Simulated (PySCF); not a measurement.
```xyz
21

C    -3.3452    0.2349    0.3158
C    -2.2336    0.0461   -0.3711
C    -0.8579    0.0479    0.2123
C     0.0532    1.0167   -0.5447
C     1.4680    1.0742    0.0223
C     2.1955   -0.2567   -0.1368
C     1.5321   -1.3658    0.6699
P    -0.2267   -1.7218    0.1863
H    -3.3317    0.4143    1.3783
H    -4.3147    0.2137   -0.1521
H    -2.2772   -0.1340   -1.4385
H    -0.9091    0.3375    1.2699
H    -0.3962    2.0133   -0.4980
H     0.0973    0.7247   -1.5980
H     2.0274    1.8559   -0.4971
H     1.4251    1.3416    1.0811
H     3.2320   -0.1467    0.1943
H     2.2127   -0.5336   -1.1947
H     1.5279   -1.1116    1.7351
H     2.0884   -2.3017    0.5621
H     0.0238   -1.7318   -1.1970
```

Geometry: GFN2-xTB.

Level of theory: PBE0/pcSseg-1, SCF density, gas phase, non-relativistic in PySCF 2.14.0.

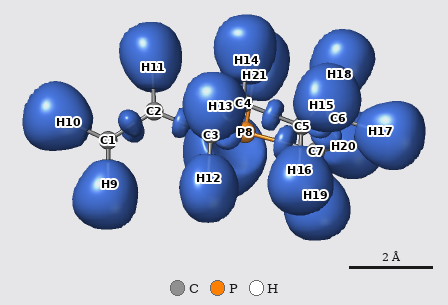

C$_{7}$H$_{13}$P. Isosurface of the ELF at 0.85 (blue), seen from one side. Only the valence region is drawn (cores and ρ < 0.01 e/Å³ removed).

Q: What do the ELF domains correspond to?

A: The ELF exceeds this value in six regions between bonded C–C atoms (shared pairs), two regions between bonded C–P atoms (shared pairs), 13 regions around hydrogen nuclei and one lobe on P, pointing away from the bonds (lone pairs). Along the contacts the grid gives the following. C–C (1.32 Å): the ELF peaks at about 0.95 between the atoms: a multiple bond. C–P (1.86 Å): the ELF peaks at about 0.95 between the atoms, as expected for localised, covalent bonding.
